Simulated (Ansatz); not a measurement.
**Al2H6NO4 (doublet): density, localisation and related maps**

Input file:

```
crystal:
  periodic: [false, false, false]
  atoms:
    - {symbol: Al, position_ang: [-0.030519, 0.964363, 0.174256]}
    - {symbol: O, position_ang: [-0.426564, -0.554548, 1.160516]}
    - {symbol: Al, position_ang: [-1.114419, -1.630547, -0.179376]}
    - {symbol: O, position_ang: [0.060000, -2.855766, -0.424955]}
    - {symbol: O, position_ang: [-0.790552, -0.088359, -1.142291]}
    - {symbol: O, position_ang: [-0.962144, 2.330091, 0.581535]}
    - {symbol: H, position_ang: [0.198564, -0.907103, 1.796240]}
    - {symbol: N, position_ang: [1.705666, 1.252047, -0.017724]}
    - {symbol: H, position_ang: [-0.187662, -3.738758, -0.693158]}
    - {symbol: H, position_ang: [-1.142719, 0.186183, -1.986817]}
    - {symbol: H, position_ang: [-1.814001, 2.283034, 1.007780]}
    - {symbol: H, position_ang: [2.360487, 0.622154, -0.448673]}
    - {symbol: H, position_ang: [2.143864, 2.137209, 0.172669]}
basis:
  gaussian: {orbitals: def2-TZVPP}
magnetization: {spin_polarized: true, initial_magnetization: 1}
hamiltonian: {xc: pbe0, dispersion: d4}
output: {orbitals: {seedname: orbitals}}
```

Run with:

```sh
ansatz run in.yaml --threads 4 --pin off --events-out ev --progress --plain --max-ram 41984MiB --backend cuda --devices 0, --max-vram 37GiB
```

The product side of a reaction path; geometry: PBE0-D4/def2-TZVP.

Computed with Ansatz, UKS PBE0-D4/def2-TZVPP.

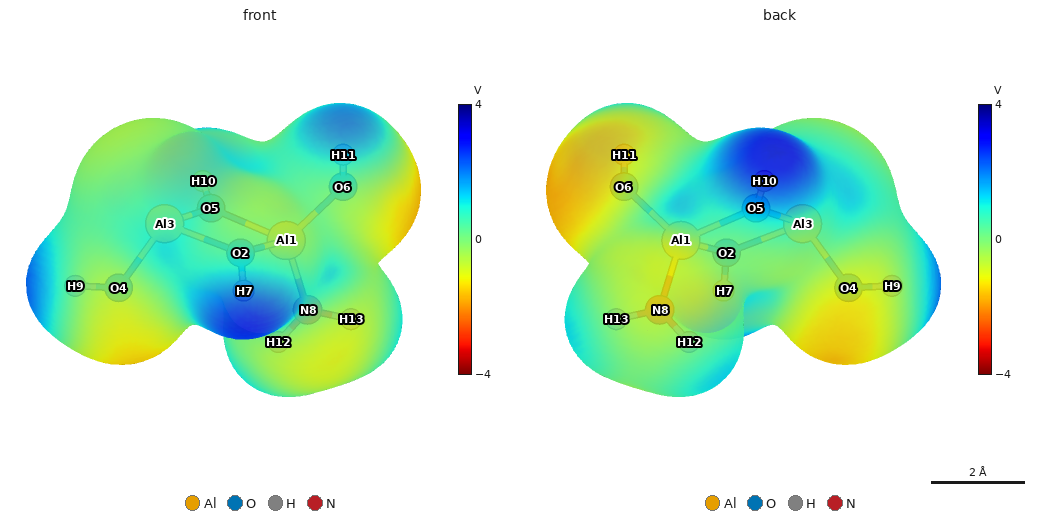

Figure 1. The molecular electrostatic potential painted on the density surface at 0.002 e/bohr³, seen from the front and from behind; the colour scale runs from red (negative) to blue (positive).

Q: Where is the surface potential most negative and most positive?

A: The most negative region (about −1.8 V) lies over O6, the most positive (about +3.1 V) over H10. O6 is the likeliest acceptor of a hydrogen bond.

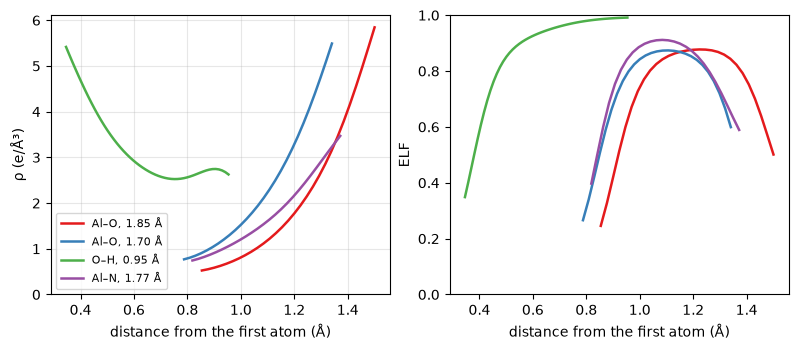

Figure 2. Total electron density and ELF along straight lines between neighbouring atoms. The curves leave out the atomic cores.

Q: What can be read from the curves?

A: Al–O (1.85 Å): the density is about 0.63 e/Å³ at the midpoint; the ELF peaks at about 0.90 in the valence shell of O, 0.6 Å from its nucleus, and is about 0.50 at the midpoint.
Al–O (1.70 Å): the density is about 0.9 e/Å³ at the midpoint; the ELF peaks at about 0.85 in the valence shell of O, 0.6 Å from its nucleus, and is about 0.50 at the midpoint.
O–H (0.95 Å): the density is about 3.8 e/Å³ at the midpoint; the ELF climbs to about 1 towards the hydrogen, as it does in any bond to H (a covalent bond by its length).
Al–N (1.77 Å): ρ at the midpoint is about 0.87 e/Å³; the ELF peaks at about 0.90 between the atoms, as expected for a shared but strongly polarised pair.

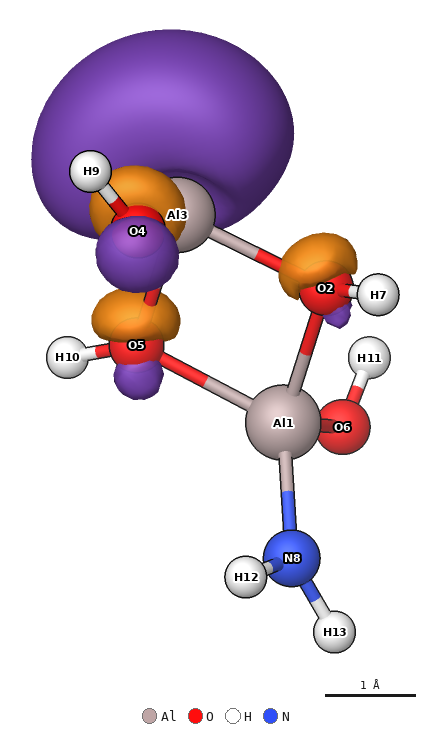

Figure 3. The HOMO (α) at ±0.15 Å⁻³ᐟ² (orange and purple are the two phases), seen at an oblique angle.

Q: What is the character of this orbital?

A: By Hirshfeld shares it lies mainly on Al3 (about 75 %) and O4 (about 10 %). Its energy is −5.23 eV.
